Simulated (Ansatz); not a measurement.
**C2H2ClFGe: single point in a Gaussian basis, by script**

Aim: a single point in a Gaussian basis, for C2H2ClFGe, run from a script. SMILES: [F][Ge]1([Cl])[CH]=[CH]1.

Program: Ansatz 0.2.0 through its Python package. Level of theory: B3LYP+D3(BJ)/6-31G*. These are calculated values, not measurements.

**1. The system**

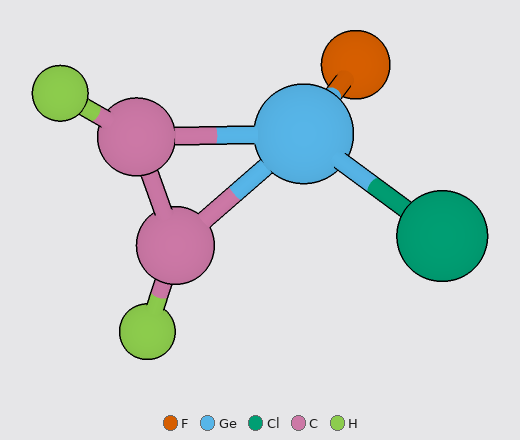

The starting structure, viewed from a chosen angle; fluorine orange, germanium blue, chlorine teal, carbon pink, hydrogen green.

The script holds or builds the structure itself.

**2. The script**

Contents of energy_c2h2clfge.py:

```python
from dataclasses import dataclass

import ansatz as az
from ase import Atoms


@dataclass(frozen=True)
class RunConfig:
    basis_set: str = "6-31G*"
    xc: str = "B3LYP"
    vdw: str = "d3bj"


cfg = RunConfig()


def main() -> None:
    atoms = Atoms(["F", "Ge", "Cl", "C", "C", "H", "H"], positions=[
        (-1.4889, -1.7259, -0.2661),
        (0.0127, -0.8945, -0.0644),
        (1.3491, -1.6847, 1.403),
        (-0.2457, 0.8432, 0.392),
        (0.3633, 0.6848, -0.8997),
        (-0.7455, 1.5196, 1.1318),
        (0.8163, 1.1895, -1.7424),
    ])
    molecule = az.Crystal.molecule_from_ase(atoms)

    job = molecule.calculation()
    job = job.basis(gaussian=cfg.basis_set)
    job = job.functional(cfg.xc, dispersion=cfg.vdw)
    done = job.run()
    rep = done.report

    print(f"E = {rep['free_energy_ev']:.6f} eV = {rep['free_energy_ev'] / 27.211386246:.7f} Ha")
    print("converged:", rep["converged"], " doubts:", rep["published_state_doubts"] or "none")

    state = rep["mean_field"]["state"]
    print(f"mean field: {state['energy']['hartree']:.7f} Ha, <S^2> = {abs(state['spin_squared']):.4f}, stability: {state.get('stability', {}).get('kind')}")


if __name__ == "__main__":
    main()
```

**3. Running it**

Command:

```sh
> python energy_c2h2clfge.py
```

What it wrote:

```text
E = -73856.421928 eV = -2714.1734442 Ha
converged: True  doubts: none
mean field: -2714.1619128 Ha, <S^2> = 0.0000, stability: minimum
```

It took 5.4 s on 1 thread of Arm Neoverse V1, shared host; peak memory 0.29 GiB.

Lines on the test bed's own set-up are left out of the output.

**4. The run's own record**

From the engine's report, whether the script printed it or not:

| item | value |
| --- | --- |
| SCF cycles in all | 18 |
| orbitals | 103 |
| total energy (eV) | -73856.42193 |

**5. The same input on the command line**

Run from a file, the same calculation prints its log.

Contents of input.yaml:

```yaml
crystal:
  periodic: [false, false, false]
  atoms:
    - { symbol: F, position_ang: [-1.4889, -1.7259, -0.2661] }
    - { symbol: Ge, position_ang: [0.0127, -0.8945, -0.0644] }
    - { symbol: Cl, position_ang: [1.3491, -1.6847, 1.403] }
    - { symbol: C, position_ang: [-0.2457, 0.8432, 0.392] }
    - { symbol: C, position_ang: [0.3633, 0.6848, -0.8997] }
    - { symbol: H, position_ang: [-0.7455, 1.5196, 1.1318] }
    - { symbol: H, position_ang: [0.8163, 1.1895, -1.7424] }
basis:
  gaussian: { orbitals: "6-31G*" }
hamiltonian:
  xc: b3lyp
  dispersion: d3bj
```

Command:

```sh
> ansatz run input.yaml --threads 1 --pin off --max-ram 4096MiB --backend cpu --events-out ev --progress --plain --runs-dir out
```

What it wrote:

```text
Warning: RAYON_NUM_THREADS=1 ignored (pool sized by the plan → 1); use --threads N
Engine: ansatz 0.2.0, aarch64-unknown-linux-gnu
Functional definition: B3LYP
  parameter a0 = 0.2
  parameter ax = 0.72
  parameter ac = 0.81
  exchange = (1 - a0 - ax)*slater_x + ax*b88_x + a0*exact_x
  correlation = (1 - ac)*vwn_rpa_c + ac*lyp_c
951 factors; integrals over basis functions are off by at most 5.9e-4 eV
mean field evaluation 1: about -73850.4711 eV, gradient 5.1e1 eV
mean field evaluation 2: about -73843.1976 eV, gradient 7.8e1 eV
mean field evaluation 4: about -73856.0105 eV, gradient 2.6e0 eV
mean field evaluation 8: about -73856.1078 eV, gradient 2.3e-1 eV
mean field evaluation 16: about -73856.1079 eV, gradient 9.6e-5 eV
mean field -73856.10791064 eV, -2714.1619042482 hartree, gradient 1.3e-5 eV, S^2 0.000000; 0 other end points of the search recorded, 0 dependent functions left out
reference -73856.10814364 eV, -2714.1619128108 hartree; 36, 36 occupied and 67, 67 virtual orbitals, 951 factors
Total energy: -73856.42192790 eV, -2714.1734441697 hartree
```

Run time: 4.9 s. Hardware: 1 thread of Arm Neoverse V1, shared host; peak memory 0.21 GiB.

Script and command line differ by 0.000 meV in the energy.

**6. Results**

```
    quantity           value
total energy  -73856.4219 eV
```

**Reading.** The run converged in 18 cycles with 103 orbitals. Notes:
- The geometry is a force-field or estimated start, not a minimum of this method, and the basis set is short of its limit.
- b3lyp holds the VWN-RPA fit, as in Gaussian; the form of ORCA and Turbomole is b3lyp5.
